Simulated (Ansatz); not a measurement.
WC, pressure series

The reference is WC (space group P-6m2, No. 187; a = 2.912 Å, c = 2.836 Å).

Cell and atoms are relaxed at each pressure.

The values are results of plane-wave PAW DFT at the r2SCAN level (Ansatz, a quantum-chemistry and plane-wave program, 500 eV), no spin-orbit coupling, not measurements.

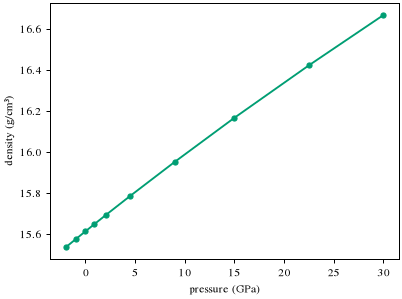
Figure: Density against pressure

Question: From the plot, what is the density for pressure 4.5 GPa?

Answer: About 15.78 g/cm³.

Question: Is the trend monotonic over the range shown?

Answer: Yes, it rises throughout, spanning 15.53 g/cm³ to 16.67 g/cm³.

Load acts through the strain it causes; cell and atoms are relaxed under it. Stability against distortions was not tested. Competing high-pressure phases were not computed. All final runs are without spin polarisation.
